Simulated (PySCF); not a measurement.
**C₄H₅F₃SSi: electronic excitations**

Wanted: the electronic excitations of C₄H₅F₃SSi (`FC(F)(F)CC1=C[SiH2]S1`), by calculation.

Computed with PySCF 2.14.0, with density-fitted response routines of our own, on a single molecule in the gas phase. Atoms are numbered from 0 throughout.

## 1. The molecule as given

14 atoms, charge 0, multiplicity 1; geometry from: GFN2-xTB.

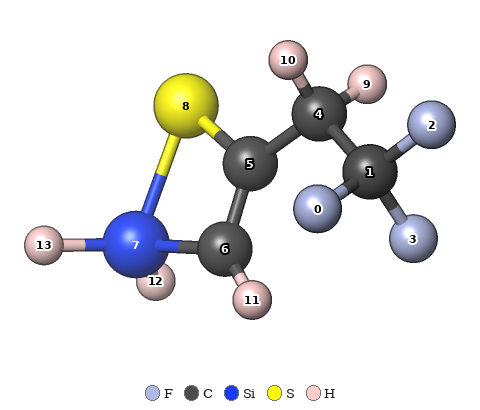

As it starts; fluorine light blue, carbon dark grey, silicon blue, sulfur yellow, hydrogen pink, atoms numbered.

## 2. Ultraviolet spectrum: PBE0/def2-SVPD

What the job is given:

```
{"job": {"kind": "uv", "xc": "PBE0", "basis": "def2-SVPD", "nstates": 8, "ntriplets": 3}, "charge": 0, "multiplicity": 1}
F     -1.709592     0.818366    -1.268929
C     -2.023578     0.272094    -0.084983
F     -3.252211     0.720022     0.222468
F     -2.145045    -1.047032    -0.293275
C     -1.025304     0.608021     1.003418
C      0.354060     0.125993     0.704183
C      0.865815    -0.532975    -0.348259
Si     2.641666    -0.664499     0.230126
S      1.637757     0.421556     1.886589
H     -1.378255     0.162949     1.938833
H     -1.017891     1.694556     1.133139
H      0.320573    -0.846966    -1.220726
H      3.104547    -1.947371     0.730326
H      3.626780     0.214812    -0.375051
```

Method: TDDFT PBE0/def2-SVPD, vertical, gas phase, core orbitals frozen in the response.

Started as:

```console
$ OMP_NUM_THREADS=1 python probes_run.py task.json out
```

One launch serves the whole session: the jobs run in the order shown.

Output:

```text
coarse grid: 13952 points
cycle   1  E = -1141.1248771036  dE =  1.378e+00  |g| = 8.649e-01  |ddm| = 6.847e+00
cycle   2  E = -1140.9962717789  dE =  1.286e-01  |g| = 1.252e+00  |ddm| = 2.517e+00
cycle   3  E = -1141.2675234613  dE = -2.713e-01  |g| = 9.424e-02  |ddm| = 1.437e+00
cycle   4  E = -1141.2689330704  dE = -1.410e-03  |g| = 5.887e-02  |ddm| = 2.971e-01
cycle   5  E = -1141.2698280077  dE = -8.949e-04  |g| = 1.892e-02  |ddm| = 1.398e-01
cycle   6  E = -1141.2699112398  dE = -8.323e-05  |g| = 2.858e-03  |ddm| = 3.128e-02
cycle   7  E = -1141.2699131983  dE = -1.959e-06  |g| = 7.246e-04  |ddm| = 7.590e-03
final grid: 130176 points
cycle   8  E = -1141.4025112483  dE = -3.145e-05  |g| = 9.777e-03  |ddm| = 1.249e-01
cycle   9  E = -1141.4024803004  dE =  3.095e-05  |g| = 1.480e-02  |ddm| = 4.007e-02
cycle  10  E = -1141.4025343135  dE = -5.401e-05  |g| = 7.660e-04  |ddm| = 2.578e-02
cycle  11  E = -1141.4025344619  dE = -1.483e-07  |g| = 3.147e-04  |ddm| = 3.121e-03
cycle  12  E = -1141.4025344832  dE = -2.137e-08  |g| = 8.340e-05  |ddm| = 6.166e-04
cycle  13  E = -1141.4025344843  dE = -1.073e-09  |g| = 4.054e-05  |ddm| = 1.913e-04
cycle  14  E = -1141.4025344847  dE = -4.316e-10  |g| = 1.024e-05  |ddm| = 9.999e-05
converged SCF energy = -1141.4025344847

Static polarisability (au): isotropic 93.270, principal 72.431 94.791 112.588

Singlet excitations
state   eV       nm        f      main configurations
  1   4.4261    280.1   0.00566   H->L 0.97
  2   4.8103    257.7   0.05297   H->L+1 0.96
  3   5.0051    247.7   0.00057   H->L+2 0.95
  4   5.8326    212.6   0.00505   H->L+3 0.97
  5   6.3595    195.0   0.00081   H-1->L+1 0.98
  6   6.4605    191.9   0.00620   H->L+4 0.95
  7   6.7688    183.2   0.06348   H-1->L 0.86
  8   6.9481    178.4   0.00122   H-2->L 0.92

Triplet excitations (Tamm-Dancoff, eV): 3.4782 4.1732 4.6587
```

It took 1.8 min on 1 thread of Arm Neoverse N1, shared host; peak memory 1.1 GiB.

Frontier orbitals and where they lie:

```tsv
orbital	eV	atoms
HOMO−3	-9.43	Si7 22 %, S8 20 %, C5 14 %
HOMO−2	-9.14	C5 26 %, S8 19 %, C6 16 %
HOMO−1	-8.67	S8 54 %, C6 17 %, Si7 16 %
HOMO	-6.59	S8 53 %, C6 22 %, C5 16 %
LUMO	-0.82	Si7 46 %, S8 20 %, H13 10 %
LUMO+1	-0.74	C5 34 %, C6 26 %, Si7 10 %
LUMO+2	-0.12	S8 47 %, Si7 17 %, C5 10 %
```

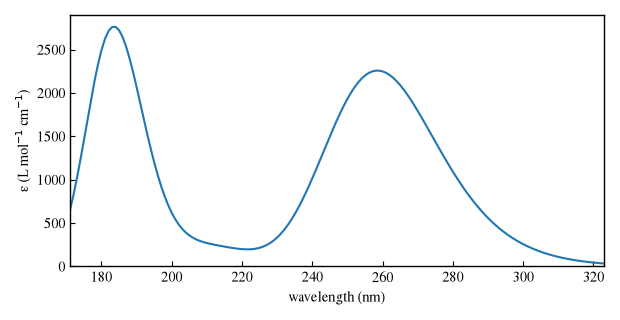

Absorption spectrum: each of the 8 states is a Gaussian band of 0.4 eV half-width at 1/e. Beyond the last state computed it falls off for lack of states.

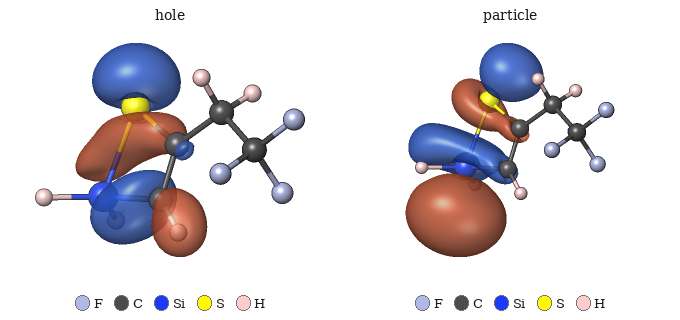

Leading natural transition orbitals of singlet state 7: the electron leaves the hole (left) for the particle orbital (right).

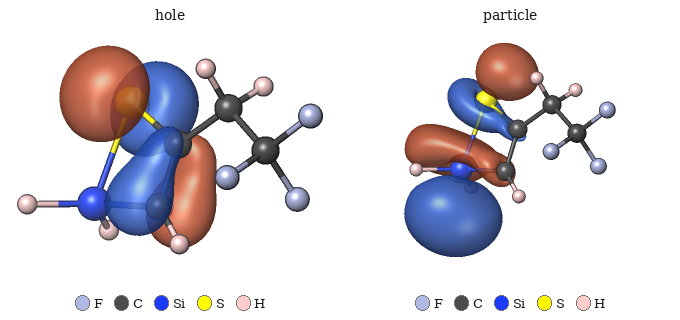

Leading natural transition orbitals of singlet state 1: the electron leaves the hole (left) for the particle orbital (right).

Ground-state properties from the same run:

```tsv
property	computed
dipole moment (D)	1.73
polarisability (Å³)	13.82
HOMO–LUMO gap (eV)	5.76
−ε(HOMO) (eV)	6.59
```

The fields below are evaluated on a grid from the run's orbitals.

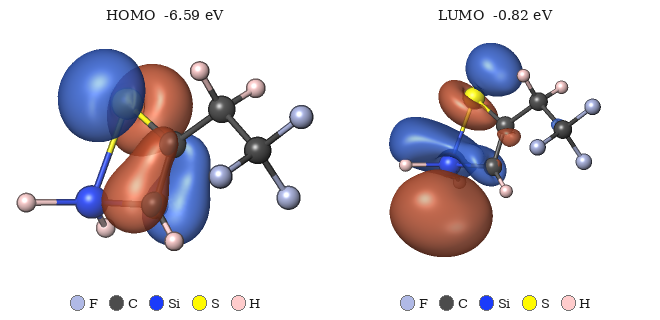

Frontier orbitals at PBE0/def2-SVPD; each surface holds 70 % of the orbital's density, blue and red mark the sign.

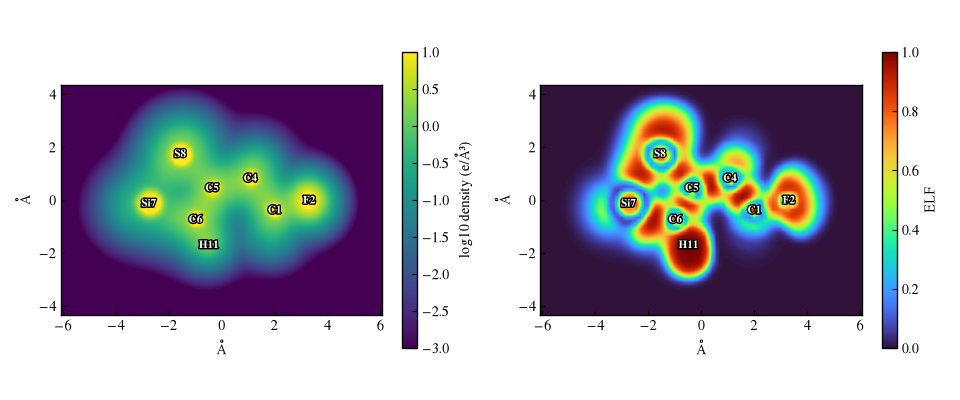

Density (left) and ELF (right) in a plane through or near 8 of the atoms.

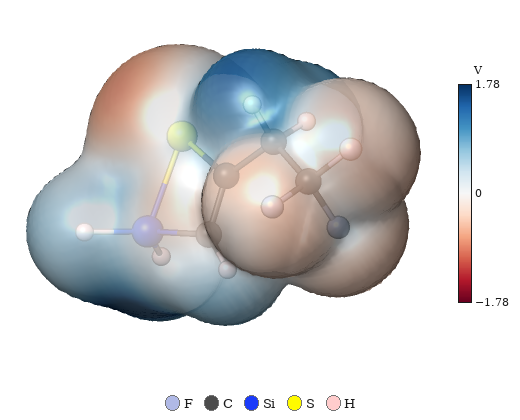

The potential that a unit positive charge feels on the 0.002 e/bohr³ surface, from -0.77 V near S8 to 1.78 V near Si7.

## 3. Summary of results

| quantity | value |
| --- | --- |
| lowest singlet (PBE0/def2-SVPD) | 4.43 eV (280 nm), f = 0.006 |
| brightest single state of those computed | state 7, 6.77 eV, f = 0.063 |
| lowest triplet | 3.48 eV |
| surface potential, least and greatest | -0.77 V and 1.78 V |

What this shows: The lowest singlet, at 4.43 eV, is HOMO→LUMO 0.97 and is weak; of the 8 states computed, the strongest absorption comes from state 7 at 6.77 eV. The lowest triplet lies 0.95 eV below the lowest singlet (triplets in Tamm-Dancoff, singlets in full TDDFT). States above −ε(HOMO) lie where TDDFT describes them poorly and they hang on the basis; the brightest is among them. At PBE0/def2-SVPD, counted by nearest atom on the grid, the HOMO lies on S8 58 %; C6 25 %, the LUMO on Si7 30 %; H12, H13 about 20 % each.
